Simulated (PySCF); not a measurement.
# Tb(SH)3: other functionals and bases at one geometry

How far do other levels of theory move the description of Tb(SH)3, and what does each cost? The structure is generated, not taken from experiment.

Method: several levels, as the steps say, no spin–orbit coupling; program: PySCF 2.14.0.

1 further run of the same task is left out (for a known fault of the program).

### 1 Starting geometry

7 atoms, charge 0, spin multiplicity 1.

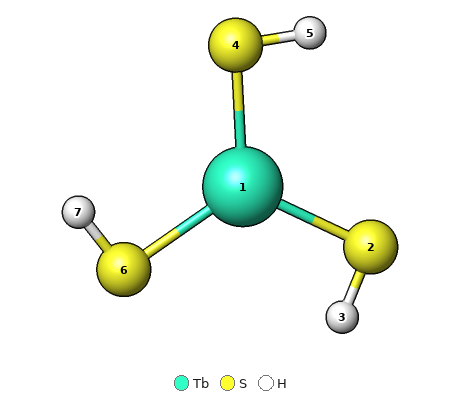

The structure; terbium teal, sulfur yellow, hydrogen white; atoms are numbered from 1 in the order of the file.

Coordinates:

```
Tb    0.0000    0.0000    0.8901
S     2.5546    0.4165    0.9479
H     2.8739   -0.9002    0.9611
S    -1.6380    2.0041    0.9479
H    -0.6573    2.9390    0.9611
S    -0.9166   -2.4206    0.9479
H    -2.2165   -2.0387    0.9611
```

Formal oxidation states: Tb +3. Each metal's 8 4f electrons lie in its core potential, so multiplicities, spins and levels count the valence alone. An earlier session relaxed this geometry at PBE0, Tb lcecp-1-SVP with ECP54, S def2-SVP, H def2-SVP (singlet, point group C3).

At PBE0 on the finer grid: E = -1232.226629 Eh, HOMO -7.43 eV, LUMO -2.47 eV, Mulliken charge on Tb1 +0.84 e, largest force component 0.015 eV/Å. 

Levels to run: M06-L; BLYP; PBE0, TZVP. Hardware: 2 threads of Arm Neoverse V2, shared host.

### 2 M06-L

Input file run.py (the lines that set the calculation):

```python
mol = gto.M(atom='''
Tb     0.00000     0.00000     0.89008
S      2.55461     0.41647     0.94793
H      2.87386    -0.90023     0.96109
S     -1.63798     2.00412     0.94793
H     -0.65730     2.93895     0.96109
S     -0.91663    -2.42059     0.94793
H     -2.21655    -2.03872     0.96109''',
    basis={'Tb': 'lcecp-1-SVP', 'S': 'def2-SVP', 'H': 'def2-SVP'},
    ecp={'Tb': 'lcecp-1-SVP'},
    charge=0, spin=0)
mf = dft.RKS(mol, xc='M06L')
mf.grids.atom_grid = (75, 302)  # f atoms: unpruned, at least (60, 302)
mf = mf.density_fit()  # fitting sets: Tb AutoAux, S def2-universal-JKFIT, H def2-universal-JKFIT
mf.conv_tol = 1e-08; mf.max_cycle = 55
mf.kernel(dm0)  # dm0: the density of the relaxed state
```

Command:

```console
$ OMP_NUM_THREADS=2 python run.py
```

### 3 BLYP

Changes to run.py (the lines that set the calculation) since step 2:

```diff
@@ -11,3 +11,3 @@
     charge=0, spin=0)
-mf = dft.RKS(mol, xc='M06L')
+mf = dft.RKS(mol, xc='BLYP')
 mf.grids.atom_grid = (75, 302)  # f atoms: unpruned, at least (60, 302)
```

### 4 PBE0, TZVP

Basis: Tb lcecp-1-TZVP with ECP54, S def2-TZVP, H def2-TZVP. 

Input file run.py (the lines that set the calculation):

```python
mol = gto.M(atom='''
Tb     0.00000     0.00000     0.89008
S      2.55461     0.41647     0.94793
H      2.87386    -0.90023     0.96109
S     -1.63798     2.00412     0.94793
H     -0.65730     2.93895     0.96109
S     -0.91663    -2.42059     0.94793
H     -2.21655    -2.03872     0.96109''',
    basis={'Tb': 'lcecp-1-TZVP', 'S': 'def2-TZVP', 'H': 'def2-TZVP'},
    ecp={'Tb': 'lcecp-1-TZVP'},
    charge=0, spin=0)
mf = dft.RKS(mol, xc='PBE0')
mf.grids.atom_grid = (75, 302)  # f atoms: unpruned, at least (60, 302)
mf = mf.density_fit()  # fitting sets: Tb AutoAux, S def2-universal-JKFIT, H def2-universal-JKFIT
mf.conv_tol = 1e-08; mf.max_cycle = 55
mf.kernel(dm0)  # dm0: free metal ions and neutral atoms
```

**Question.** What will these runs give? Wanted: for each run, HOMO; gap; charge on Tb1; dipole; largest force.

As calculated:

| level | state | HOMO (eV) | gap (eV) | charge on Tb1 (e) | dipole (D) | largest force (eV/Å) | basis functions | time |
| --- | --- | --- | --- | --- | --- | --- | --- | --- |
| PBE0 (relaxed here) | singlet | -7.43 | 4.97 | 0.84 | 0.33 | 0.01 | 102 | 16 s |
| M06-L | singlet | -6.40 | 4.18 | 1.05 | 0.34 | 0.22 | 102 | 7.3 s |
| BLYP | singlet | -6.01 | 2.91 | 0.61 | 0.30 | 0.42 | 102 | 5.1 s |
| PBE0, TZVP | singlet | -7.49 | 5.03 | 1.26 | 0.34 | 0.21 | 176 | 14 s |

Times are on 2 threads of Arm Neoverse V2, shared host; the first row also made further properties.

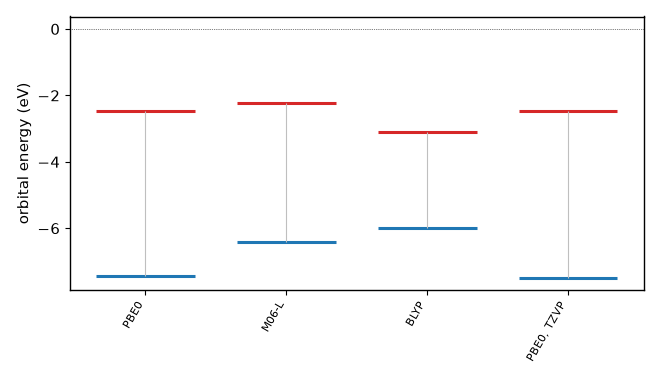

Highest filled and lowest empty level, method by method.

In one basis the HOMO–LUMO gap runs from 2.91 eV (BLYP) to 4.97 eV (PBE0). The largest leftover force, 0.42 eV/Å with BLYP, stands at a geometry relaxed at another level. The Mulliken charge on Tb spans +0.61 to +1.26 e over the levels. With 4f in the core, its levels are missing from HOMO and gap. Total energies of different levels can't be compared. Spin–orbit coupling is left out throughout.
